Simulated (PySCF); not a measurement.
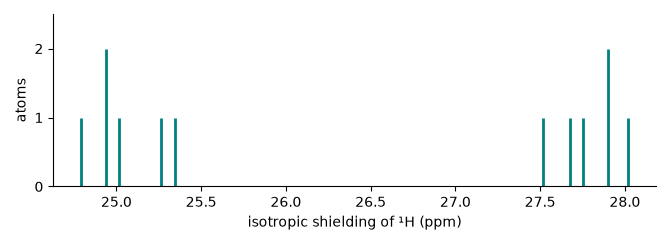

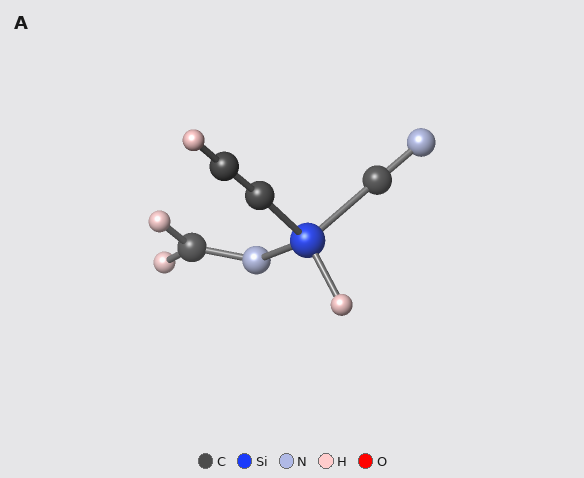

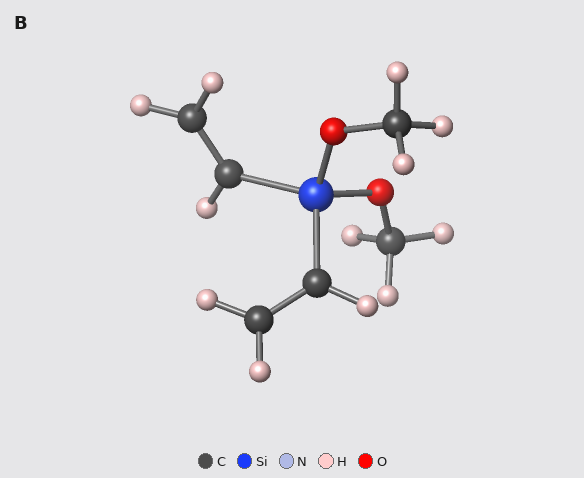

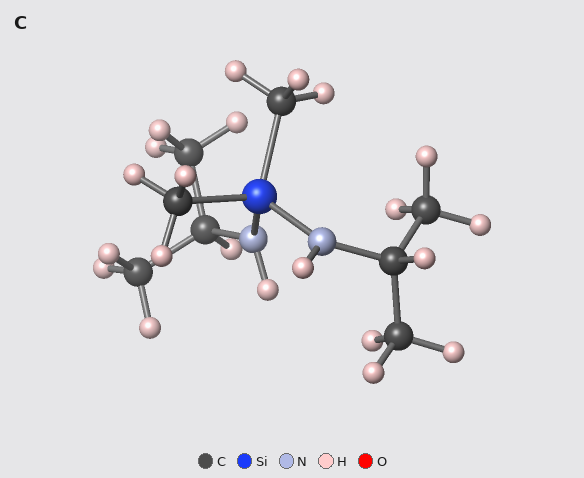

The sticks are computed shieldings of one of the molecules, for one fixed geometry (PBE0-D3(BJ)/def2-SVP) without averaging over rotations. Low shielding means a high chemical shift. Method: GIAO ωB97X-D/pcSseg-1 NMR shielding, non-relativistic, gas phase (PySCF 2.14.0).

### Match the spectrum to a structure.

B, `C=C[Si](C=C)(OC)OC`. Its 12 H atoms give lines at 24.79, 24.94 (2 atoms), 25.02, 25.27, 25.34, 27.52, 27.68, 27.75, 27.90 (2 atoms), 28.02 ppm.
